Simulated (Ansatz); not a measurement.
# Resistivity from frozen vibrations: W(100) with 4 thermally displaced layers, 2x2, part 3 of 3

How much do lattice vibrations at 180 K scatter the electrons of W? Layers with random displacements are laid between perfect leads, and the resistance is followed against their length.

Ansatz 0.2.0; Ansatz plane-wave DFT, PBE, PAW files; ballistic transport by layer matching (Landauer), zero bias; PAW set soft_1.

So far, open channels per spin nearest the Fermi level: step 2 (with 4 displaced layers) 5.66.

### 4. With 12 displaced layers

System of this step: W(100) with 12 thermally displaced layers, 2x2. The cell holds 88 atoms: 88 W. Its edges and angles: a = 6.330 Å, b = 6.330 Å, c = 34.813 Å, α = 90.0°, β = 90.0°, γ = 90.0°. It derives from W. Regions: lead, 40 atoms (40 W); scattering region, 48 atoms (48 W). The structure is stacked along c, and the current runs across the ab planes.

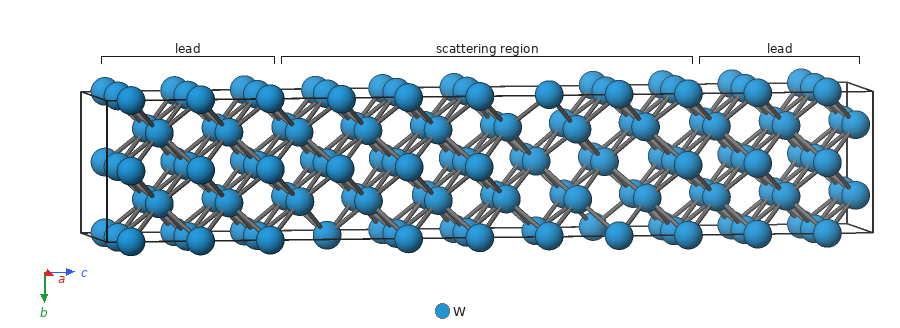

The cell of this step (tungsten blue). Some periodic images of atoms are drawn too.

input.yaml reads:

```yaml
crystal:
  lattice:
    - [6.3296, 0.0, 0.0]
    - [0.0, 6.3296, 0.0]
    - [0.0, 0.0, 34.8128]
  atoms:
    - { symbol: W, position: [0.0, 0.0, 0.0227272727] }
    - { symbol: W, position: [0.0, 0.5, 0.0227272727] }
    - { symbol: W, position: [0.5, 0.0, 0.0227272727] }
    - { symbol: W, position: [0.5, 0.5, 0.0227272727] }
    - { symbol: W, position: [0.25, 0.25, 0.0681818182] }
    - { symbol: W, position: [0.25, 0.75, 0.0681818182] }
    - { symbol: W, position: [0.75, 0.25, 0.0681818182] }
    - { symbol: W, position: [0.75, 0.75, 0.0681818182] }
    - { symbol: W, position: [0.0, 0.0, 0.1136363636] }
    - { symbol: W, position: [0.0, 0.5, 0.1136363636] }
    - { symbol: W, position: [0.5, 0.0, 0.1136363636] }
    - { symbol: W, position: [0.5, 0.5, 0.1136363636] }
    - { symbol: W, position: [0.25, 0.25, 0.1590909091] }
    - { symbol: W, position: [0.25, 0.75, 0.1590909091] }
    - { symbol: W, position: [0.75, 0.25, 0.1590909091] }
    - { symbol: W, position: [0.75, 0.75, 0.1590909091] }
    - { symbol: W, position: [0.0, 0.0, 0.2045454545] }
    - { symbol: W, position: [0.0, 0.5, 0.2045454545] }
    - { symbol: W, position: [0.5, 0.0, 0.2045454545] }
    - { symbol: W, position: [0.5, 0.5, 0.2045454545] }
    - { symbol: W, position: [0.247255232, 0.2495358781, 0.2502293691] }
    - { symbol: W, position: [0.2483008722, 0.7403550553, 0.249934107] }
    - { symbol: W, position: [0.7511298368, 0.2554373345, 0.2505267798] }
    - { symbol: W, position: [0.7467733209, 0.7463711353, 0.2518328576] }
    - { symbol: W, position: [0.0037936249, 0.0091824574, 0.2973957438] }
    - { symbol: W, position: [0.9958982991, 0.5019316599, 0.2958722098] }
    - { symbol: W, position: [0.502805779, 0.0027169848, 0.2956387381] }
    - { symbol: W, position: [0.5008730477, 0.4924667786, 0.295303766] }
    - { symbol: W, position: [0.2462515907, 0.2506321755, 0.3404828765] }
    - { symbol: W, position: [0.2531011341, 0.7541066748, 0.3411904944] }
    - { symbol: W, position: [0.7515852011, 0.2504660153, 0.340500879] }
    - { symbol: W, position: [0.749175225, 0.747514934, 0.3412627794] }
    - { symbol: W, position: [7.07617e-05, 0.0029144729, 0.3851524426] }
    - { symbol: W, position: [0.0044511384, 0.4961760001, 0.3856942659] }
    - { symbol: W, position: [0.499010062, 0.9971753072, 0.3866290256] }
    - { symbol: W, position: [0.4971212575, 0.4946378626, 0.3855926038] }
    - { symbol: W, position: [0.2565780108, 0.250221902, 0.430753863] }
    - { symbol: W, position: [0.2500420026, 0.7421988091, 0.4334495479] }
    - { symbol: W, position: [0.7423565844, 0.2524003662, 0.4323137501] }
    - { symbol: W, position: [0.7427299635, 0.7515055238, 0.4327272023] }
    - { symbol: W, position: [0.002344325, 0.0013086812, 0.4781379223] }
    - { symbol: W, position: [0.0008067419, 0.5016867662, 0.4771572172] }
    - { symbol: W, position: [0.5031677422, 0.9952800962, 0.4779944974] }
    - { symbol: W, position: [0.4974665235, 0.4945316914, 0.4776056877] }
    - { symbol: W, position: [0.2584881261, 0.254821654, 0.5222572071] }
    - { symbol: W, position: [0.2534999256, 0.7477226902, 0.5226142168] }
    - { symbol: W, position: [0.7504488772, 0.2383819511, 0.5229019485] }
    - { symbol: W, position: [0.7448377542, 0.7465033888, 0.5213832207] }
    - { symbol: W, position: [0.9923962933, 0.995270669, 0.5689344314] }
    - { symbol: W, position: [0.0083531839, 0.4998736269, 0.5691770931] }
    - { symbol: W, position: [0.4986764561, 0.990413767, 0.5683184819] }
    - { symbol: W, position: [0.5022343875, 0.497851006, 0.5684573253] }
    - { symbol: W, position: [0.2528706776, 0.2456710545, 0.612290084] }
    - { symbol: W, position: [0.2488906778, 0.7489417865, 0.6133148764] }
    - { symbol: W, position: [0.7549498493, 0.2586517423, 0.6132565489] }
    - { symbol: W, position: [0.7535040722, 0.7547176324, 0.6142864759] }
    - { symbol: W, position: [0.0052518778, 0.9980484119, 0.6597653154] }
    - { symbol: W, position: [0.0101503303, 0.5040294115, 0.658525815] }
    - { symbol: W, position: [0.5030469437, 0.0063293115, 0.6594272764] }
    - { symbol: W, position: [0.4971752264, 0.5077366843, 0.6579516234] }
    - { symbol: W, position: [0.2525240682, 0.249918899, 0.7034573107] }
    - { symbol: W, position: [0.2561140664, 0.7517442358, 0.7034818031] }
    - { symbol: W, position: [0.7530169405, 0.2478360455, 0.7028108755] }
    - { symbol: W, position: [0.7465459734, 0.751321392, 0.7051249603] }
    - { symbol: W, position: [0.0008301079, 0.0002264479, 0.7504284422] }
    - { symbol: W, position: [0.9989422098, 0.5059010049, 0.7501355015] }
    - { symbol: W, position: [0.5014736614, 0.0027114534, 0.7490362865] }
    - { symbol: W, position: [0.4964440843, 0.5076639769, 0.7503056669] }
    - { symbol: W, position: [0.25, 0.25, 0.7954545455] }
    - { symbol: W, position: [0.25, 0.75, 0.7954545455] }
    - { symbol: W, position: [0.75, 0.25, 0.7954545455] }
    - { symbol: W, position: [0.75, 0.75, 0.7954545455] }
    - { symbol: W, position: [0.0, 0.0, 0.8409090909] }
    - { symbol: W, position: [0.0, 0.5, 0.8409090909] }
    - { symbol: W, position: [0.5, 0.0, 0.8409090909] }
    - { symbol: W, position: [0.5, 0.5, 0.8409090909] }
    - { symbol: W, position: [0.25, 0.25, 0.8863636364] }
    - { symbol: W, position: [0.25, 0.75, 0.8863636364] }
    - { symbol: W, position: [0.75, 0.25, 0.8863636364] }
    - { symbol: W, position: [0.75, 0.75, 0.8863636364] }
    - { symbol: W, position: [0.0, 0.0, 0.9318181818] }
    - { symbol: W, position: [0.0, 0.5, 0.9318181818] }
    - { symbol: W, position: [0.5, 0.0, 0.9318181818] }
    - { symbol: W, position: [0.5, 0.5, 0.9318181818] }
    - { symbol: W, position: [0.25, 0.25, 0.9772727273] }
    - { symbol: W, position: [0.25, 0.75, 0.9772727273] }
    - { symbol: W, position: [0.75, 0.25, 0.9772727273] }
    - { symbol: W, position: [0.75, 0.75, 0.9772727273] }
kpoints:
  mp_grid: { grid: [4, 4, 1] }
hamiltonian:
  xc: pbe
  pseudopotentials: { kind: paw, azcp: { folder: soft_1 } }
scf:
  occupations: { method: fermi_dirac, width: 0.1 }
output:
  transmission: { leads: [[0, 4]], kmesh: [8, 8], e_range: [-0.05, 0.05], de: 0.05 }
  write_potential: true
  write_density: true
  volumetric_format: npy
```

Started as:

```sh
> ansatz run input.yaml --threads 4 --pin off --max-ram 15360MiB --backend cpu --events-out ev --progress --plain --runs-dir out
```

Numbers of over 12 decimals in the logs are rounded to 6 here.

Output:

```text
[...]
Crystal: 88 atoms, lattice volume = 1394.734 Å³
Basis set: ecut = 420 eV, 27305 PW (Γ)
Bands: 740, of which v1, the nominal top of the filled ones, is band 616 counted from 1 (615 counted from 0)
Symmetry: 1 space group operations
[...]
k-points: 10 of 16 (time reversal used)
[...]
SCF iter   1: F=—  HF=-913976.910519 eV  |F-HF|=—  |Δ(HF+E_count)|=         —  Δρ=6.29e-2  dr2=4.83e1  ethr=3.10e-3  ⟨swp⟩=5.4  Hψ=27052  notcnv=0
[...]
SCF iter   8: F=-913960.139319 eV  HF=-913960.139319 eV  |F-HF|=1.08e-8  |Δ(HF+E_count)|=   9.43e-9  Δρ=5.69e-7  dr2=1.33e-8  ethr=8.12e-12  ⟨swp⟩=6.5  Hψ=15906  notcnv=0
SCF 1 converged in 8 iterations: F = -913960.139319 eV  dr2 = 1.33e-8
[...]
transmission: 184 of 1836 steps passed
transmission: 368 of 1836 steps passed
[...]
transmission: 1836 of 1836 steps passed
SCF converged after 8 iterations
Free energy (F): -913960.139319 eV
[...]
Internal energy: -913958.656121 eV  (E = F + TS)
E sigma→0 (E₀):  -913959.397720 eV
Entropy (-TS):   -1.483197 eV (-16.855 meV/atom)
Fermi energy:    22.427784 eV
[...]
--- Band table (eV; the first three rows and the last of 10) ---
  k-point 0: bands = [... 612 lower, 22.2259, 22.2371, 22.2424, 22.2511, 22.2578, 22.3073, 22.4379, 22.4951, ... 120 higher]
  k-point 1: bands = [... 612 lower, 22.3619, 22.3674, 22.3765, 22.3861, 22.3906, 22.4056, 22.4483, 22.4584, ... 120 higher]
  k-point 2: bands = [... 612 lower, 22.4348, 22.4492, 22.4757, 22.4877, 22.5135, 22.5252, 22.5453, 22.5518, ... 120 higher]
  k-point 9: bands = [... 612 lower, 21.7097, 21.7259, 21.7551, 21.7707, 22.5053, 22.5319, 22.5566, 22.5652, ... 120 higher]
--- Transmission ---
  basis      : 349 plane waves across, 54 finite elements along
  points     : 34, standing for a mesh of 8 x 8
[...]
channels       : 5.281250e0 a spin
[...]
slowest decay  : 0.0387 /Å at (0.5000, 0.5000)
  junction   : crystal 0 to crystal 0, 0.70 to 33.93 Å
    transmission   : 4.491571e0 a spin
[...]
```

The job ended after 15 min (4 threads of AMD EPYC 9R14 (Zen 4), shared host; peak memory 8.4 GiB).

Numbers from this step:

| Item | Value |
| --- | --- |
| free energy | -913960.1393 eV |
| energy at zero smearing | -913959.3977 eV |
| transmission per spin nearest the Fermi level | 4.492 |
| open channels per spin nearest the Fermi level | 5.281 |
| step of the lead's potential | 3.8 meV |

Per spin. The transmission, zone mean by energy, zero at the Fermi level:

```csv
energy (eV),"transmission, zone mean"
-0.0500,4.29
0.0000,4.49
0.0500,4.84
```

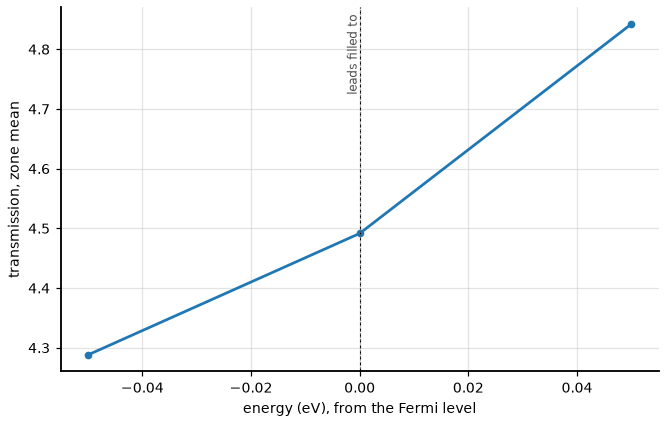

Transmission, zone mean against energy.

Over the solved energies the transmission per spin lies between 4.29 and 4.84, out of 5.20 channels of the lead on average (up to 5.66).

### 5. The fit

This step: Ansatz plane-wave DFT, PBE, PAW files; ballistic transport by layer matching (Landauer), zero bias; resistivity from the slope of the area resistance; PAW set soft_1 (Ansatz 0.2.0).

Numbers from this step:

| Property | Result |
| --- | --- |
| resistivity | 8.426 µΩ cm |
| intercept | -0.008424 fΩ m² |
| scatter about the fit | 0.01073 fΩ m² |

Resistance, by row:

```csv
run,length (Å),T,channels N,RA (fΩ m²)
n4,6.33,5.28,5.49,0.03732
n8,12.66,4.649,5.177,0.1134
n12,18.99,4.541,5.198,0.144
```

Table of area resistance by length of the displaced region:

| length of the displaced region (Å) | area resistance (fΩ m²) |
| --- | --- |
| 6.33 | 0.0373 |
| 12.66 | 0.113 |
| 18.99 | 0.144 |

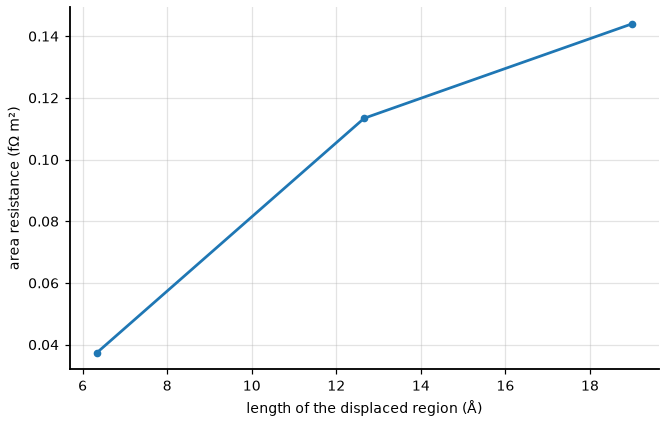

Area resistance, plotted against length of the displaced region.

The area resistance goes from 0.037 to 0.14 fΩ m² between 6.3 and 19.0 Å, a slope of 8.4 µΩ cm.

By hand from the end points: (0.1440 − 0.03732) fΩ m² / (18.99 − 6.33) Å = 8.4 µΩ cm, since 1 fΩ m² per Å is 1000 µΩ cm.

### 6. Outcome

```yaml
resistivity_from_the_slope: 8.43 µΩ cm
area_resistance_over_6p33_a: 0.0373 fΩ m²
area_resistance_over_12p7_a: 0.113 fΩ m²
area_resistance_over_19p0_a: 0.144 fΩ m²
```

The slope gives 8.4 µΩ cm. The points scatter by 0.011 fΩ m² about the line, with one random draw a length in a 2x2 cell, so the slope is a rough value. The mean square of the displacements drawn is 0.75, 0.94 and 0.81 of the nominal one at the three lengths; with each resistance scaled back by that, the slope is 10 µΩ cm, the value used below. The lead's own channel count moves between the runs (5.49, 5.18 and 5.20), which shifts RA and the slope too. Read with a model of isotropic scattering on a spherical Fermi surface and the lead's 1.1×10¹⁵ S/m², this slope means a mean free path near 79 Å; over these lengths the model's slope is 1.14 times its bulk resistivity, which would be 8.9 µΩ cm. Uncorrelated displacements put too much weight on short waves, which scatter strongly; with the sideways repeat of a small cell, one draw and three short lengths, the method is good to a factor of two or three. Spin-orbit coupling is left out, which matters for W.

[Logs are printed without paths, hosts, clocks, repeated set-up lines and the standing remarks that a program may print on its own settings, such as how far it seeks lower states.]

[Hosts, paths, dates, database ids (printed as entryN), source tags and the programs' standing remarks are cut or masked in the printed files.]
